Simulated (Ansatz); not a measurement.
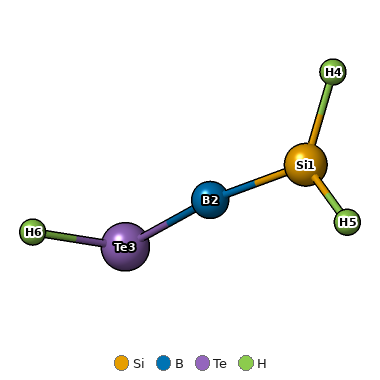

The system is BH₃SiTe, SMILES [SiH2]=B[TeH]; the picture shows the reference structure. 
- Coordinates scanned: (1) umbrella angle at Si1 (between each of its bonds and their common axis; 90 is planar); (2) change of the bonds Si1–B2, Si1–H4, Si1–H5, all alike.
- Nothing is relaxed (all other coordinates rigid).
- The scan uses an 11 × 11 grid.
- Points are written as (first, second).
- All energies are given in kJ/mol relative to the lowest grid point.
- Theory: RKS PBE0-D4/def2-TZVP (Ansatz 0.2.0).

Its coordinates:

```xyz
6

Si   -0.4663   -0.9044   -1.0004
B     0.2664    0.1275    0.3121
Te    1.4122    0.9106    1.8100
H    -1.6111   -1.8001   -0.7284
H    -0.1636   -0.6659   -2.4282
H     0.5624    2.3324    2.0348
```

Range: umbrella angle at Si1 (between each of its bonds and their common axis; 90 is planar) from 66.0 to 114.0°; change of the bonds Si1–B2, Si1–H4, Si1–H5, all alike from −0.175 to 0.271 Å.

Q: What landscape does the calculation give?

A: The lowest grid point is at (94.8°, 0.003 Å). No other kind of well shows on this grid. The highest grid point, (66.0°, −0.175 Å), lies 186 kJ/mol above the lowest. Round the minimum the two coordinates are weakly coupled (coupling −0.11 in units of the two stiffnesses).

| second ↓, first → | 66.0 | 70.8 | 75.6 | 80.4 | 85.2 | 90.0 | 94.8 | 99.6 | 104.4 | 109.2 | 114.0 |
| --- | --- | --- | --- | --- | --- | --- | --- | --- | --- | --- | --- |
| 0.271 | 156 | 158 | 160 | 161 | 160 | 158 | 153 | 147 | 142 | 137 | 135 |
| 0.226 | 124 | 123 | 122 | 122 | 120 | 117 | 113 | 109 | 105 | 103 | 103 |
| 0.182 | 95 | 92 | 89 | 87 | 84 | 81 | 78 | 75 | 73 | 73 | 75 |
| 0.137 | 71 | 66 | 61 | 56 | 53 | 49 | 47 | 45 | 45 | 48 | 52 |
| 0.092 | 53 | 45 | 38 | 33 | 28 | 24 | 22 | 22 | 24 | 28 | 35 |
| 0.048 | 43 | 33 | 24 | 17 | 12 | 8 | 6 | 7 | 11 | 17 | 26 |
| 0.003 | 43 | 31 | 20 | 11 | 5 | 1 | 0 | 2 | 7 | 15 | 26 |
| −0.041 | 54 | 40 | 27 | 17 | 10 | 6 | 6 | 9 | 15 | 25 | 38 |
| −0.086 | 80 | 64 | 49 | 38 | 30 | 26 | 26 | 30 | 38 | 50 | 65 |
| −0.131 | 123 | 105 | 89 | 77 | 68 | 64 | 64 | 69 | 78 | 92 | 109 |
| −0.175 | 186 | 166 | 149 | 135 | 126 | 121 | 122 | 128 | 138 | 153 | 172 |

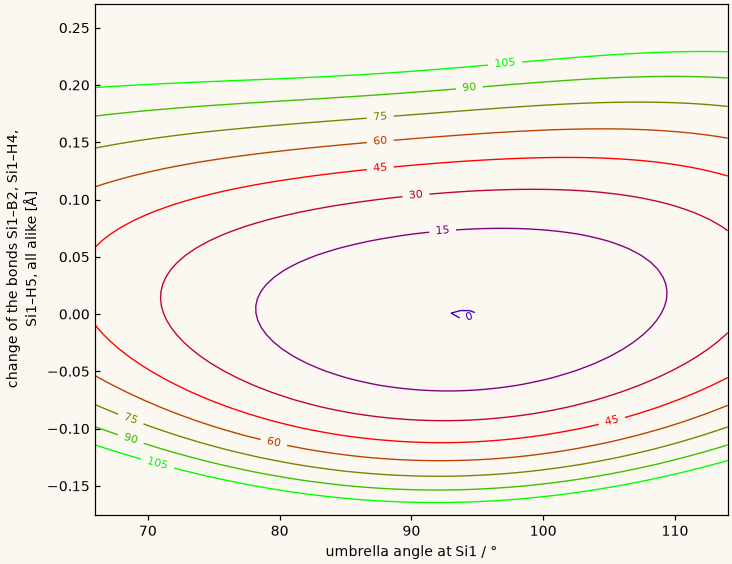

The picture shows contour lines labelled in kJ/mol (none above 105). Between grid points the surface is interpolated.

Each point was launched as `ansatz run input.yaml --threads 1 --pin off --max-ram 2560MiB --backend cpu --events-out ev --progress --plain --runs-dir out`. Time for the 121 points that were run: 10 min on 1 thread of Arm Neoverse V2, on a shared host.
